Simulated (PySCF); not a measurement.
C₂H₅FGeO₂: geometry relaxation (part 2 of 2)

C₂H₅FGeO₂, SMILES O=[C](O)[GeH2][CH2]F; PBE0-D3(BJ)/def2-SVP geometry optimisation, gas phase (PySCF 2.14.0). It belongs to a series of runs on one base structure; here: H on Ge replaced by CH2F.

Geometry of the input (Å):
```
O  1.7289  -0.8614  -1.3246
C  1.4451  -0.1273  -0.4034
O  2.2656  0.1109  0.5967
Ge -0.2270  0.8521  -0.1106
C  -1.7103  -0.5115  0.0988
F  -1.4156  -1.2651  1.2145
H  3.1302  -0.3827  0.5083
H  -0.5802  1.7151  -1.2986
H  -0.1341  1.6972  1.1465
H  -2.6936  -0.0638  0.2917
H  -1.7709  -1.1892  -0.7351
```

**Trajectory as extended XYZ, continued**
```
11
Properties=species:S:1:pos:R:3:forces:R:3 step=13 energy=-65454.09343
O     1.4338   -1.0856   -1.0485    0.0004   0.0021   0.0007
C     1.3884   -0.1571   -0.2857   -0.0011  -0.0008  -0.0063
O     2.4430    0.2638    0.4189    0.0008   0.0071   0.0015
Ge   -0.2889    0.8716    0.0078    0.0063  -0.0054   0.0064
C    -1.6680   -0.5249    0.0880   -0.0047   0.0079  -0.0131
F    -1.4939   -1.2429    1.2490   -0.0029  -0.0103   0.0064
H     3.1887   -0.3189    0.1871    0.0000   0.0003  -0.0018
H    -0.4878    1.7731   -1.2224   -0.0045  -0.0014   0.0002
H    -0.2451    1.6946    1.3019   -0.0001  -0.0020   0.0024
H    -2.6865   -0.1026    0.0658    0.0028   0.0024   0.0031
H    -1.5459   -1.1972   -0.7778    0.0030   0.0001   0.0006
11
Properties=species:S:1:pos:R:3:forces:R:3 step=14 energy=-65454.09378
O     1.4292   -1.1203   -1.0058    0.0130  -0.0005   0.0086
C     1.3893   -0.1647   -0.2772   -0.0030   0.0242  -0.0045
O     2.4562    0.3011    0.3805   -0.0136  -0.0103  -0.0186
Ge   -0.2887    0.8621    0.0209    0.0003  -0.0120   0.0090
C    -1.6755   -0.5274    0.0792    0.0102  -0.0013   0.0107
F    -1.5193   -1.2455    1.2433   -0.0083  -0.0131  -0.0010
H     3.2049   -0.2773    0.1486    0.0080  -0.0001   0.0011
H    -0.4783    1.7848   -1.1949   -0.0039   0.0027  -0.0020
H    -0.2444    1.6627    1.3288   -0.0017   0.0052   0.0009
H    -2.6915   -0.1003    0.0450    0.0023   0.0008  -0.0049
H    -1.5441   -1.2012   -0.7841   -0.0032   0.0044   0.0007
11
Properties=species:S:1:pos:R:3:forces:R:3 step=15 energy=-65454.09387
O     1.4342   -1.1184   -1.0044   -0.0302  -0.0090  -0.0137
C     1.3904   -0.1610   -0.2784    0.0438  -0.0117  -0.0031
O     2.4584    0.3069    0.3752   -0.0092   0.0318   0.0140
Ge   -0.2903    0.8606    0.0232    0.0026  -0.0095   0.0051
C    -1.6756   -0.5308    0.0811    0.0095  -0.0051   0.0140
F    -1.5212   -1.2520    1.2437   -0.0059  -0.0008  -0.0092
H     3.2076   -0.2712    0.1434   -0.0070   0.0022  -0.0043
H    -0.4839    1.7828   -1.1927   -0.0045  -0.0002   0.0016
H    -0.2462    1.6626    1.3304    0.0000   0.0006  -0.0011
H    -2.6914   -0.1031    0.0464    0.0008   0.0015  -0.0010
H    -1.5443   -1.2024   -0.7836    0.0001   0.0002  -0.0022
11
Properties=species:S:1:pos:R:3:forces:R:3 step=16 energy=-65454.09404
O     1.4393   -1.1144   -1.0043   -0.0019   0.0074  -0.0030
C     1.3942   -0.1533   -0.2831   -0.0124  -0.0272   0.0056
O     2.4608    0.3281    0.3617    0.0234   0.0136   0.0068
Ge   -0.2928    0.8541    0.0299   -0.0007   0.0021  -0.0036
C    -1.6745   -0.5410    0.0865    0.0003  -0.0083   0.0146
F    -1.5250   -1.2713    1.2439    0.0019   0.0232  -0.0210
H     3.2144   -0.2451    0.1310   -0.0079   0.0088  -0.0059
H    -0.4978    1.7758   -1.1852   -0.0077  -0.0035   0.0080
H    -0.2473    1.6587    1.3358    0.0006  -0.0070  -0.0024
H    -2.6894   -0.1112    0.0511   -0.0034   0.0003   0.0080
H    -1.5443   -1.2064   -0.7830    0.0079  -0.0092  -0.0071
11
Properties=species:S:1:pos:R:3:forces:R:3 step=17 energy=-65454.09411
O     1.4466   -1.1096   -1.0032    0.0022   0.0076   0.0046
C     1.3971   -0.1464   -0.2852   -0.0232  -0.0218  -0.0041
O     2.4639    0.3511    0.3470    0.0230   0.0093   0.0071
Ge   -0.2967    0.8468    0.0370    0.0030   0.0083  -0.0079
C    -1.6734   -0.5522    0.0915   -0.0129  -0.0049  -0.0038
F    -1.5259   -1.2874    1.2452    0.0092   0.0140  -0.0038
H     3.2222   -0.2134    0.1110   -0.0041   0.0071  -0.0055
H    -0.5146    1.7680   -1.1763   -0.0025   0.0007   0.0048
H    -0.2509    1.6522    1.3422    0.0007  -0.0085   0.0029
H    -2.6884   -0.1221    0.0567   -0.0018  -0.0035   0.0057
H    -1.5423   -1.2131   -0.7816    0.0064  -0.0085  -0.0001
11
Properties=species:S:1:pos:R:3:forces:R:3 step=18 energy=-65454.09408
O     1.4586   -1.1000   -1.0011    0.0064   0.0011   0.0095
C     1.4005   -0.1325   -0.2898   -0.0201  -0.0050  -0.0119
O     2.4671    0.3945    0.3190    0.0075   0.0002   0.0013
Ge   -0.3049    0.8351    0.0478   -0.0030   0.0159  -0.0103
C    -1.6703   -0.5743    0.1011   -0.0190   0.0064  -0.0305
F    -1.5194   -1.3137    1.2502    0.0154  -0.0039   0.0230
H     3.2338   -0.1533    0.0712    0.0028   0.0017  -0.0014
H    -0.5452    1.7570   -1.1607    0.0066   0.0060   0.0019
H    -0.2587    1.6386    1.3540   -0.0004  -0.0094   0.0071
H    -2.6873   -0.1479    0.0688    0.0015  -0.0088   0.0013
H    -1.5364   -1.2297   -0.7762    0.0022  -0.0043   0.0100
11
Properties=species:S:1:pos:R:3:forces:R:3 step=19 energy=-65454.09432
O     1.4613   -1.0957   -1.0007    0.0058  -0.0024   0.0088
C     1.3998   -0.1261   -0.2927   -0.0084   0.0059  -0.0099
O     2.4662    0.4115    0.3078   -0.0055  -0.0045  -0.0048
Ge   -0.3097    0.8327    0.0496   -0.0051   0.0143  -0.0087
C    -1.6676   -0.5837    0.1047   -0.0136   0.0097  -0.0323
F    -1.5087   -1.3202    1.2545    0.0130  -0.0120   0.0281
H     3.2357   -0.1302    0.0556    0.0054  -0.0012   0.0016
H    -0.5571    1.7568   -1.1556    0.0084   0.0072   0.0004
H    -0.2638    1.6321    1.3582   -0.0010  -0.0065   0.0074
H    -2.6872   -0.1637    0.0749    0.0019  -0.0090  -0.0018
H    -1.5312   -1.2395   -0.7720   -0.0009  -0.0015   0.0112
11
Properties=species:S:1:pos:R:3:forces:R:3 step=20 energy=-65454.09488
O     1.4622   -1.0875   -1.0002    0.0008  -0.0085   0.0017
C     1.3947   -0.1124   -0.3005    0.0172   0.0213   0.0030
O     2.4603    0.4413    0.2881   -0.0228  -0.0085  -0.0132
Ge   -0.3210    0.8332    0.0479   -0.0071   0.0029  -0.0017
C    -1.6593   -0.6018    0.1105    0.0045   0.0084  -0.0139
F    -1.4753   -1.3262    1.2652    0.0010  -0.0159   0.0172
H     3.2336   -0.0933    0.0325    0.0060  -0.0040   0.0053
H    -0.5778    1.7649   -1.1492    0.0051   0.0046  -0.0008
H    -0.2769    1.6201    1.3641   -0.0015   0.0015   0.0023
H    -2.6869   -0.2022    0.0871    0.0007  -0.0047  -0.0050
H    -1.5158   -1.2623   -0.7613   -0.0039   0.0031   0.0051
11
Properties=species:S:1:pos:R:3:forces:R:3 step=21 energy=-65454.09499
O     1.4623   -1.0854   -0.9987   -0.0011  -0.0055  -0.0002
C     1.3935   -0.1076   -0.3028    0.0120   0.0113   0.0061
O     2.4583    0.4498    0.2831   -0.0109  -0.0045  -0.0067
Ge   -0.3243    0.8341    0.0472   -0.0040  -0.0006  -0.0008
C    -1.6562   -0.6070    0.1115    0.0042   0.0025  -0.0026
F    -1.4668   -1.3296    1.2670   -0.0010  -0.0047   0.0036
H     3.2323   -0.0852    0.0307    0.0016  -0.0008   0.0028
H    -0.5834    1.7677   -1.1480    0.0012   0.0016   0.0001
H    -0.2814    1.6185    1.3650   -0.0010   0.0014  -0.0002
H    -2.6862   -0.2135    0.0887   -0.0004  -0.0018  -0.0023
H    -1.5104   -1.2679   -0.7594   -0.0006   0.0011   0.0003
```

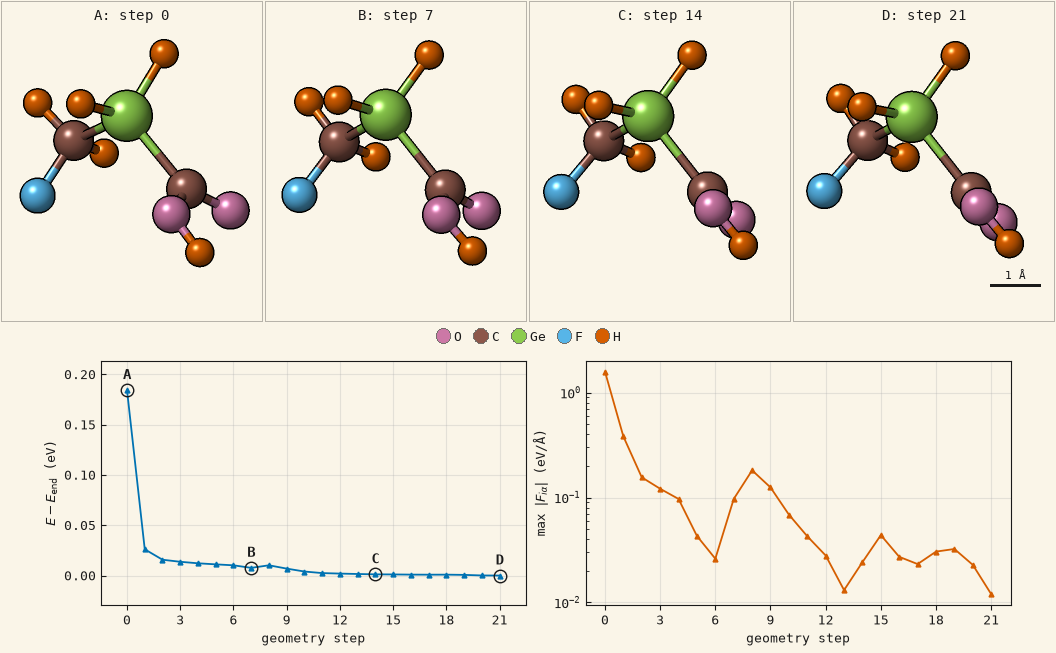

Frames of the relaxation (ball-and-stick view, seen at a tilt) above the curves, on which the letters mark them (steps are counted from 0).

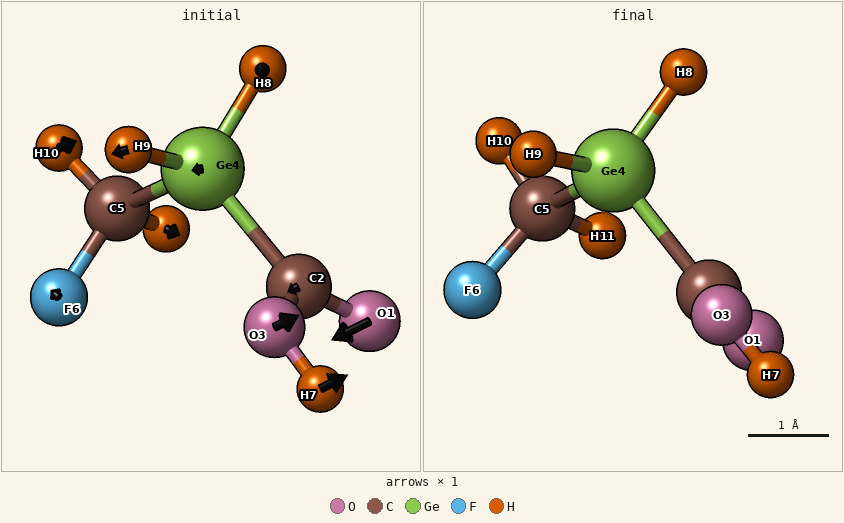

Before (left) and after (right) the relaxation, at one scale (ball-and-stick view, seen at a tilt). The black arrows give the displacements, at true length. After 21 geometry steps the energy has fallen by 0.184 eV. Largest force component: 1.6 eV/Å at the start, 0.012 eV/Å at the end. The atom that moves furthest after the best rigid fit is O1 (0.58 Å). Largest moves by element: O 0.58 Å, H 0.40 Å, C 0.16 Å, F 0.16 Å, Ge 0.15 Å. Distances before and after: Ge4–C5 2.026 → 1.963 Å, C2–Ge4 1.960 → 1.990 Å, Ge4–H8 1.510 → 1.539 Å, C5–H11 1.076 → 1.103 Å. Among the angles that change: C2–O3–H7 112.5° → 106.9°, O1–C2–Ge4 128.0° → 122.4°, O3–C2–Ge4 109.2° → 114.4°. (Atoms are counted from 1 in the order of the input.)

**Results in brief**

```csv
quantity,value
outcome,converged
total energy,−2405.393644 hartree
dipole moment,1.67 D
point group,C1
wall time,4.5 min
peak memory,0.52 GiB
```
